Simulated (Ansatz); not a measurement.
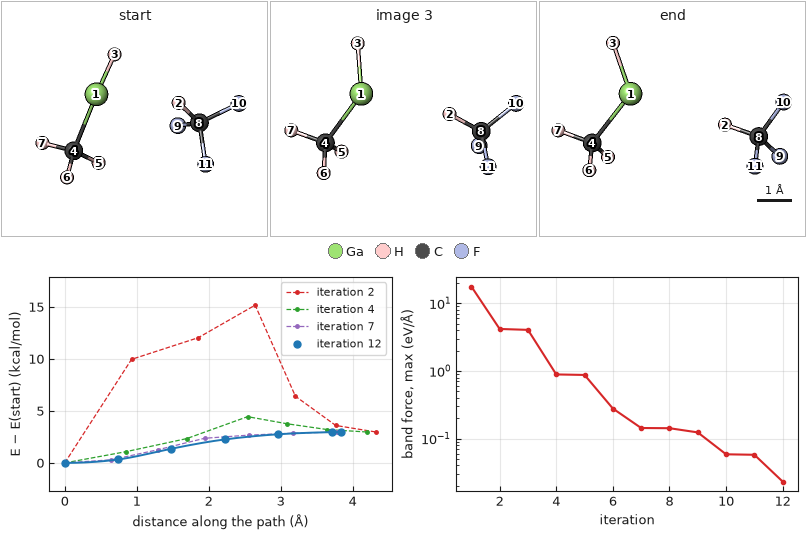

A search for the minimum-energy path of C2H5F3Ga (multiplicity 2), made up at the start of CH4Ga and CHF$_{3}$ by the nudged elastic band. Images are numbered from 0 (start) to 6 (end). The plot follows the band through its iterations. The picture is a ball-and-stick view, seen at a tilt.

These are results of Ansatz 0.2.0, UKS PBE/def2-SVP, not measurements. Run with 5 movable images; climbing image; force threshold 0.03 eV/Å; iteration limit 60; starting path through a guess of the saddle point.

Judge this run.

Answer. The run is converged, with reservations. The band converged in 12 iterations. The largest component of the band force went from 18 to 0.023 eV/Å. The first iteration put the highest image at 73.38 kcal/mol. No barrier shows: the energy is highest at the end, and the end lies 2.97 kcal/mol above the start.

Limits of the set-up: the start holds two separate molecules, 2.6 Å apart at their closest, whose relative position is a soft coordinate and is computed without a dispersion correction.
